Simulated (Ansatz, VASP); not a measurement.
# ZnS (Sphalerite) in two plane-wave programs, part 2 of 2

One calculation is typed for both programs; each brings its own data sets and cutoff. How far apart do they land?

VASP 6.6.1 and Ansatz 0.2.0.

So far: The starting structure; Ansatz: band structure, HSE06; VASP: band structure, HSE06.

**3. VASP: band structure, HSE06 (continued)**

Level of this step: HSE06; plane waves and PAW (Zn, S) (VASP).

Numbers of over 12 decimals in the logs are rounded to 6 here.

Parts of OUTCAR (step 3):

```text
ion  position               nearest neighbor table
   1  0.000  0.000  0.000-   2 2.34   2 2.34   2 2.34   2 2.34
   2  0.750  0.750  0.750-   1 2.34   1 2.34   1 2.34   1 2.34

  LATTYP: Found a face centered cubic cell.
 ALAT       =     5.4093000000

 Subroutine GETGRP returns: Found 24 space group operations
 (whereof 24 operations were pure point group operations)

The static configuration has the point symmetry T_d .

 Found     10 irreducible k-points:

   k-points           NKPTS =     10   k-points in BZ     NKDIM =    125   number of bands    NBANDS=     15

   dimension x,y,z NGX =    24 NGY =   24 NGZ =   24
   dimension x,y,z NGXF=    48 NGYF=   48 NGZF=   48

   ENCUT  =  350.0 eV  25.72 Ry    5.07 a.u.   5.83  5.83  5.83*2*pi/ulx,y,z

   NELECT =      18.0000    total number of electrons

 k-points in reciprocal lattice and weights: Automatic mesh
   0.00000000  0.00000000  0.00000000       0.008
   0.20000000  0.00000000  0.00000000       0.064
   0.40000000  0.00000000  0.00000000       0.064
   0.20000000  0.20000000  0.00000000       0.048
   0.40000000  0.20000000  0.00000000       0.192
  -0.40000000  0.20000000  0.00000000       0.192
  -0.20000000  0.20000000  0.00000000       0.096
   0.40000000  0.40000000  0.00000000       0.048
  -0.40000000  0.40000000  0.00000000       0.096
  -0.40000000  0.40000000  0.20000000       0.192

  exchange ACFDT corr.  =         0.00000000  see jH, gK, PRB 81, 115126

 average (electrostatic) potential at core
       1 -28.6931       2 -84.9587

 E-fermi :   1.5046

 k-point     1 :       0.0000    0.0000    0.0000
  band No.  band energies     occupation
    ...
      5      -6.0374      2.00000
      6      -6.0374      2.00000
      7       1.3493      2.00000
      8       1.3493      2.00000
      9       1.3493      2.00000
     10       4.6808      0.00000
     11       9.0502      0.00000
     12       9.0502      0.00000
     13       9.0502      0.00000
     14      14.5636      0.00000
    ...

 k-point     2 :       0.2000    0.0000    0.0000
  band No.  band energies     occupation
    ...
      5      -6.0385      2.00000
      6      -6.0385      2.00000
      7      -0.9275      2.00000
      8       1.0000      2.00000
      9       1.0000      2.00000
     10       5.9779      0.00000
     11       9.1805      0.00000
     12       9.5925      0.00000
     13       9.5925      0.00000
     14      13.6157      0.00000
    ...

 k-point     3 :       0.4000    0.0000    0.0000
  band No.  band energies     occupation
    ...
      5      -6.0191      2.00000
      6      -6.0179      2.00000
      7      -3.6677      2.00000
      8       0.5140      2.00000
      9       0.5141      2.00000
     10       5.9638      0.00000
     11       9.6206      0.00000
     12       9.6206      0.00000
     13      11.1956      0.00000
     14      14.6305      0.00000
    ...

  energy-cutoff  :      350.00
  volume of cell :       39.57
      direct lattice vectors                 reciprocal lattice vectors
     0.000000000  2.704650000  2.704650000    -0.184866803  0.184866803  0.184866803
     2.704650000  0.000000000  2.704650000     0.184866803 -0.184866803  0.184866803
     2.704650000  2.704650000  0.000000000     0.184866803  0.184866803 -0.184866803

 POSITION                                       TOTAL-FORCE (eV/Angst)
 -----------------------------------------------------------------------------------
      0.00000      0.00000      0.00000         0.000000      0.000000      0.000000
      4.05697      4.05697      4.05697        -0.000000     -0.000000     -0.000000
 -----------------------------------------------------------------------------------
    total drift:                               -0.000208     -0.000171     -0.000113

  FREE ENERGIE OF THE ION-ELECTRON SYSTEM (eV)
  ---------------------------------------------------
  free  energy   TOTEN  =        -8.3804872313 eV

  energy  without entropy=       -8.3804872313  energy(sigma->0) =       -8.38048723

 total charge
# of ion       s       p       d       tot
------------------------------------------
    1        0.485   0.469   9.833  10.786
    2        1.305   2.468   0.000   3.774
--------------------------------------------------
tot          1.790   2.937   9.833  14.560

[... 3 further parts left out ...]
```

**4. Differences**

Known differences besides the PAW data sets themselves: exact exchange at q = 0 is treated differently, which shows on coarse meshes; VASP keeps PBE cores, Ansatz makes them for the functional; the cutoff is 420 eV in Ansatz and 350 eV in VASP; VASP takes a coarser grid for exact exchange (PRECFOCK = Fast). Total energies have different zeros and are not compared.

Both answers:

```
                     quantity  Ansatz   VASP  difference
gap over the path points (eV)   3.346  3.332      +0.015
```

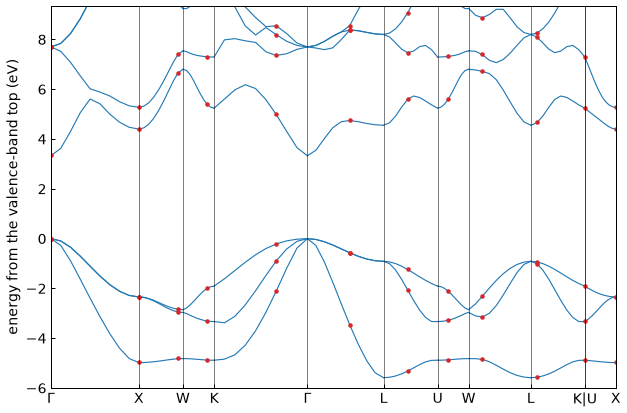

Bands from VASP (lines) and levels from Ansatz (dots). Dots without a line are higher empty bands that the VASP plot leaves out.

Levels at points of the path, from each program's valence-band top (eV; 4 filled, then empty):

```
k (reciprocal lattice)                                   Ansatz                                     VASP
     0.000 0.000 0.000      -7.46 0.00 0.00 0.00 3.35 7.71 7.71      -7.39 0.00 0.00 0.00 3.33 7.70 7.70
     0.500 0.000 0.500  -7.19 -4.97 -2.33 -2.33 4.41 5.29 12.54  -7.11 -4.98 -2.34 -2.34 4.40 5.28 12.55
     0.500 0.222 0.722   -7.03 -4.81 -2.94 -2.82 6.66 7.42 9.42   -6.95 -4.82 -2.95 -2.84 6.66 7.41 9.42
     0.403 0.347 0.750  -7.07 -4.86 -3.30 -1.99 5.41 7.31 10.50  -6.99 -4.88 -3.31 -2.00 5.40 7.31 10.52
     0.125 0.125 0.250   -7.45 -2.10 -0.89 -0.21 5.00 7.36 8.20   -7.38 -2.10 -0.89 -0.21 4.98 7.36 8.19
     0.278 0.278 0.278   -7.46 -3.46 -0.57 -0.57 4.76 8.38 8.38   -7.38 -3.46 -0.57 -0.57 4.75 8.38 8.38
     0.556 0.389 0.556   -7.17 -5.31 -2.05 -1.23 5.61 7.47 9.06   -7.10 -5.32 -2.05 -1.24 5.60 7.47 9.07
     0.583 0.250 0.667  -7.06 -4.85 -3.27 -2.09 5.59 7.33 10.26  -6.99 -4.87 -3.28 -2.10 5.58 7.32 10.28
     0.500 0.306 0.694   -7.06 -4.84 -3.14 -2.30 6.72 7.40 8.87   -6.98 -4.85 -3.14 -2.31 6.72 7.39 8.87
     0.486 0.486 0.528   -7.22 -5.55 -1.00 -0.93 4.67 8.10 8.26   -7.15 -5.57 -1.00 -0.94 4.66 8.10 8.26
```

Among the levels compared (up to four filled and three empty ones at each point), filled levels agree within 75 meV and empty ones within 24 meV.

**5. Outcome**

- difference in gap over the path points (band structure, HSE06): 0.015 eV

The difference in gap over the path points is 0.015 eV (band structure, HSE06), within the 0.08 eV picked in this series as the mark of a large difference. How closely two codes agree says nothing of how well the functional describes the real material.

[Lines on the potential files, build, host, timing and source positions are cut from VASP's logs without a mark.]

[Logs are printed without paths, hosts, clocks, repeated set-up lines and the standing remarks that a program may print on its own settings, such as how far it seeks lower states.]

[Hosts, paths, dates, database ids (printed as entryN), source tags and the programs' standing remarks are cut or masked in the printed files.]
